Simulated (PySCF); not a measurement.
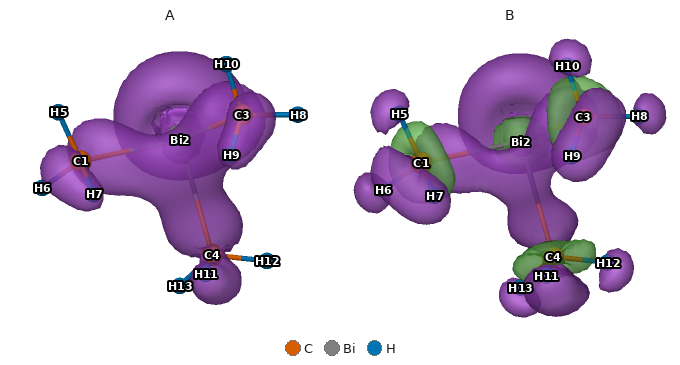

Figure. C3H9Bi, SMILES `C[Bi](C)C`. The Fukui function f⁻ from two separate SCF calculations and the density of the HOMO, at ±0.02 e/Å³ (purple positive, green negative).

Computed with PySCF, TPSS/def2-SVPD, geometry: GFN2-xTB. Core potentials replace the inner electrons of Bi; spin–orbit coupling isn't included. No frequency check shows the geometry to be a minimum. GFN2-xTB bond lengths at metals and heavier atoms can be off by up to 0.1 Å and shapes distorted, which carries into these values.

Input

```python
import numpy as np
from pyscf import gto, scf, dft
from pyscf.scf import atom_ks, atom_hf
from scipy.linalg import block_diag

def solve(mol, dm0=None, hcore=None):
    mf = (dft.UKS if mol.spin else dft.RKS)(mol, xc='tpss')
    mf.grids.level = 3
    mf = mf.density_fit(auxbasis='def2-universal-jkfit')
    mf.conv_tol, mf.max_cycle = 1e-8, 80
    if hcore is not None:
        mf.get_hcore = lambda *args: hcore
    mf.kernel(dm0)
    if not mf.converged:
        mf = mf.newton().run(mf.mo_coeff, mf.mo_occ, max_cycle=30)
    assert mf.converged, 'SCF not converged'
    return mf

mol = gto.M(atom='''
C      1.85321     0.32021    -0.94004
Bi     0.00016    -0.00005     0.32782
C     -1.20464     1.44550    -0.93712
C     -0.65024    -1.76532    -0.93826
H      2.28596     1.28885    -0.72991
H      2.58746    -0.44949    -0.72396
H      1.57611     0.27234    -1.98323
H     -2.25964     1.33573    -0.72590
H     -1.02583     1.23057    -1.98075
H     -0.90263     2.46322    -0.73118
H     -0.55471    -1.50189    -1.98171
H     -1.68238    -2.01285    -0.73140
H     -0.02744    -2.62431    -0.72867
''', basis='def2-svpd', ecp={'Bi': 'def2-svpd'}, charge=0, spin=0, verbose=4)
mf = solve(mol)
out = dict(e0=mf.e_tot, dm0=mf.make_rdm1(), c=mf.mo_coeff, occ=mf.mo_occ, eps=mf.mo_energy)
for name, dq, spin in [('cation', 1, 1), ('anion', -1, 1)]:
    ion = mol.copy().set(charge=mol.charge + dq, spin=spin).build()
    mi = solve(ion)
    if spin and dq > 0 and mol.nao < 130:
        c, _, stable, _ = mi.stability(return_status=True)
        if not stable:
            mi = solve(ion, mi.make_rdm1(c, mi.mo_occ))
    print(name, 'vertical energy change / eV', (mi.e_tot - mf.e_tot) * 27.211386)
    out.update({'e_' + name: mi.e_tot, 'dm_' + name: mi.make_rdm1(), 's2_' + name: mi.spin_square()[0], 'eps_' + name: mi.mo_energy, 'occ_' + name: mi.mo_occ})
# spherically averaged free atoms, for the promolecule
atom_ks.AtomSphAverageRKS.init_guess_by_vsap = lambda self, mol=None: self.init_guess_by_minao(mol)  # core potentials
atm = atom_ks.get_atm_nrks(mol, xc='tpss')
pro = block_diag(*[(atm[a[0]][2] * atm[a[0]][3]) @ atm[a[0]][2].T for a in mol._atom])
np.savez('result.npz', pro=pro, **out)
```

Run with:

```sh
OMP_NUM_THREADS=1 python input.py
```

The run took 4.7 min on 1 thread of Intel(R) Xeon(R) Platinum 8488C (Sapphire Rapids), with other jobs on the host, peak memory 0.82 GiB.

Partitions, critical points and surface values were worked out afterwards from this run's density.

Which panel is which, and how good is the frozen-orbital picture?

B is f⁻ (it has negative regions), A the HOMO density. The HOMO lies on Bi2 (56 %) and C1, C3 and C4 (11 % each); f⁻ (Hirshfeld-condensed) is largest on Bi2 (0.39); the vertical ionisation energy is 8.41 eV (the stability of the cation's solution wasn't checked). Relaxation shifts 26 % of the electron between atoms. The orbital energy is −5.70 eV.
